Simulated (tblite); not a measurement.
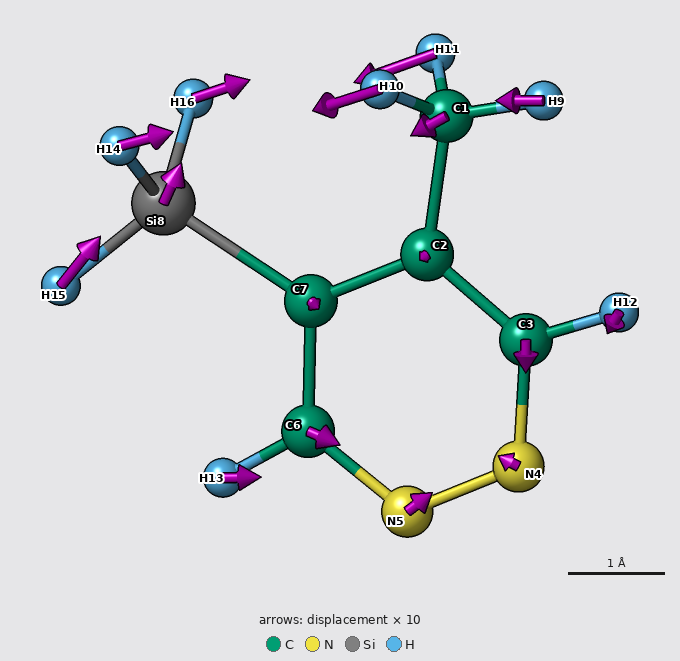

A relaxation of C5H8N2Si. The starting structure is drawn; purple arrows show the displacements, 10 times their true length. The two geometries are superimposed by the best rigid fit.

Style: ball-and-stick. Shown at a tilt.

Theory: GFN2-xTB geometry optimisation, gas phase in tblite. 

> Which element moves most?

Hydrogen: up to 0.094 Å, against 0.051 Å for silicon.

> What happened in the run?

The atom that moves furthest after the best rigid fit is H11 (0.094 Å). By element the largest moves are H 0.094 Å, Si 0.051 Å, C 0.047 Å, N 0.035 Å. Among the contacts that change: C3–N4 1.364 → 1.317 Å, N4–N5 1.347 → 1.300 Å, N5–C6 1.345 → 1.316 Å, Si8–H15 1.487 → 1.461 Å. Among the angles between lasting bonds that change: H10–C1–H11 110.9° → 107.6°, C6–C7–Si8 118.5° → 121.2°, H9–C1–H10 106.8° → 108.9°. The energy falls by 0.203 eV in 34 geometry steps.
